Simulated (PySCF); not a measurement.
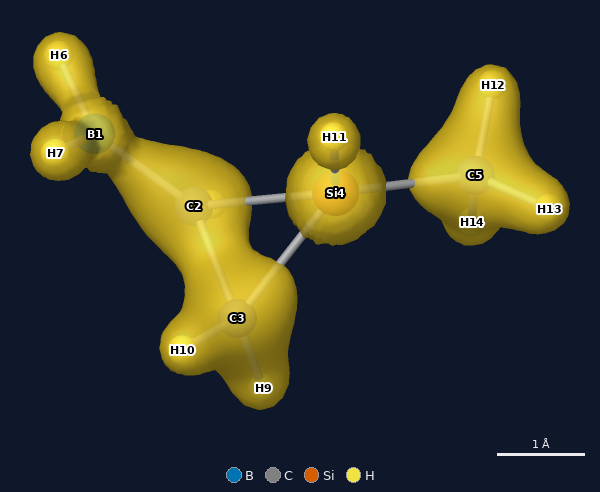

The picture shows: C3H9BSi. Isosurface of the total electron density at 1 e/Å³ (yellow), seen across its widest extent.

Geometry: GFN2-xTB.

Level of theory: PBE0/pcSseg-1, SCF density, gas phase, non-relativistic in PySCF.

The calculation's input:

```
{"job": {"kind": "nmr", "xc": "PBE0", "basis": "pcSseg-1"}, "charge": 0, "multiplicity": 1}
B     -1.801969     1.382502     0.375522
C     -1.017830     0.295757    -0.327716
C     -0.880045    -1.139866     0.221717
Si     0.664305    -0.130815     0.525387
C      2.168278    -0.334186    -0.607206
H     -1.974902     2.418879    -0.146800
H     -2.214293     1.207796     1.460179
H     -0.907649     0.352772    -1.406674
H     -0.901836    -1.926828    -0.521175
H     -1.526916    -1.366562     1.057591
H      0.948445     0.368212     1.864033
H      2.656486     0.619580    -0.786611
H      2.901598    -0.998181    -0.160381
H      1.885649    -0.749533    -1.570032
```

Command:

```sh
OMP_NUM_THREADS=1 python probes_run.py task.json out
```

Question: What does this surface tell about the bonding?

Answer: At this value the surface falls into four separate pieces. It bridges the sampled C–B (1.51 Å), C–C (1.54 Å) and C–H (1.08 Å) contacts, where the density stays above the isovalue. It is pinched off along the sampled C–Si (1.87 Å) contacts. On the grid the lowest density along these lines, outside the cores, is 1.3 e/Å³ (C–B, 1.51 Å), 1.5 e/Å³ (C–C, 1.54 Å), 0.74 e/Å³ (C–Si, 1.87 Å) and 1.9 e/Å³ (C–H, 1.08 Å).
